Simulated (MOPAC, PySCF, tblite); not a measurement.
Bond stretch in Na₂ (cation, charge +1), doublet.

AM1, unrestricted, heats of formation (MOPAC); GFN2-xTB, 300 K electronic temperature (tblite); UKS-BLYP = unrestricted BLYP/6-31G (PySCF); UMP2 = MP2 on UHF/6-31G, 2 core orbitals frozen in PySCF.

Energies are in kcal/mol, each relative to the lowest point of its own curve near equilibrium.

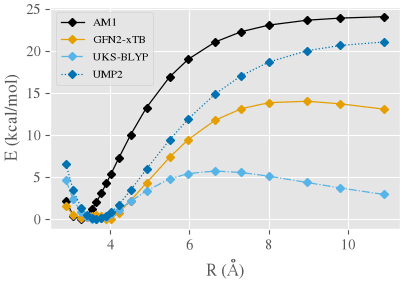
Energy against bond length for each method.

```json
[
 {"R / Å": "2.89", "AM1": "2.2", "GFN2-xTB": "1.6", "UKS-BLYP": "4.6", "UMP2": "6.5"},
 {"R / Å": "3.07", "AM1": "0.4", "GFN2-xTB": "0.5", "UKS-BLYP": "2.3", "UMP2": "3.5"},
 {"R / Å": "3.27", "AM1": "0.0", "GFN2-xTB": "0.2", "UKS-BLYP": "0.9", "UMP2": "1.4"},
 {"R / Å": "3.41", "AM1": "0.4", "GFN2-xTB": "0.2", "UKS-BLYP": "0.3", "UMP2": "0.5"},
 {"R / Å": "3.55", "AM1": "1.2", "GFN2-xTB": "0.4", "UKS-BLYP": "0.0", "UMP2": "0.1"},
 {"R / Å": "3.65", "AM1": "2.0", "GFN2-xTB": "0.5", "UKS-BLYP": "0.0", "UMP2": "0.0"},
 {"R / Å": "3.78", "AM1": "3.1", "GFN2-xTB": "0.4", "UKS-BLYP": "0.1", "UMP2": "0.1"},
 {"R / Å": "3.91", "AM1": "4.3", "GFN2-xTB": "0.0", "UKS-BLYP": "0.3", "UMP2": "0.4"},
 {"R / Å": "4.02", "AM1": "5.3", "GFN2-xTB": "0.1", "UKS-BLYP": "0.6", "UMP2": "0.8"},
 {"R / Å": "4.22", "AM1": "7.3", "GFN2-xTB": "0.8", "UKS-BLYP": "1.1", "UMP2": "1.7"},
 {"R / Å": "4.52", "AM1": "10.0", "GFN2-xTB": "2.2", "UKS-BLYP": "2.1", "UMP2": "3.4"},
 {"R / Å": "4.92", "AM1": "13.3", "GFN2-xTB": "4.3", "UKS-BLYP": "3.4", "UMP2": "5.9"},
 {"R / Å": "5.50", "AM1": "16.9", "GFN2-xTB": "7.3", "UKS-BLYP": "4.8", "UMP2": "9.4"},
 {"R / Å": "5.97", "AM1": "19.0", "GFN2-xTB": "9.5", "UKS-BLYP": "5.4", "UMP2": "11.9"},
 {"R / Å": "6.65", "AM1": "21.1", "GFN2-xTB": "11.8", "UKS-BLYP": "5.7", "UMP2": "14.9"},
 {"R / Å": "7.31", "AM1": "22.3", "GFN2-xTB": "13.1", "UKS-BLYP": "5.5", "UMP2": "17.1"},
 {"R / Å": "8.01", "AM1": "23.1", "GFN2-xTB": "13.8", "UKS-BLYP": "5.1", "UMP2": "18.7"},
 {"R / Å": "8.97", "AM1": "23.6", "GFN2-xTB": "14.0", "UKS-BLYP": "4.4", "UMP2": "20.0"},
 {"R / Å": "9.81", "AM1": "23.9", "GFN2-xTB": "13.7", "UKS-BLYP": "3.7", "UMP2": "20.7"},
 {"R / Å": "10.91", "AM1": "24.1", "GFN2-xTB": "13.1", "UKS-BLYP": "2.9", "UMP2": "21.1"}
]
```

At the longest distance, 10.91 Å, AM1 lies highest above its minimum (24.1 kcal/mol) and UKS-BLYP lowest (2.9 kcal/mol).

At the longest distance UKS-BLYP leaves fractional charges on the fragments, a sign of delocalisation error or of the restricted form.
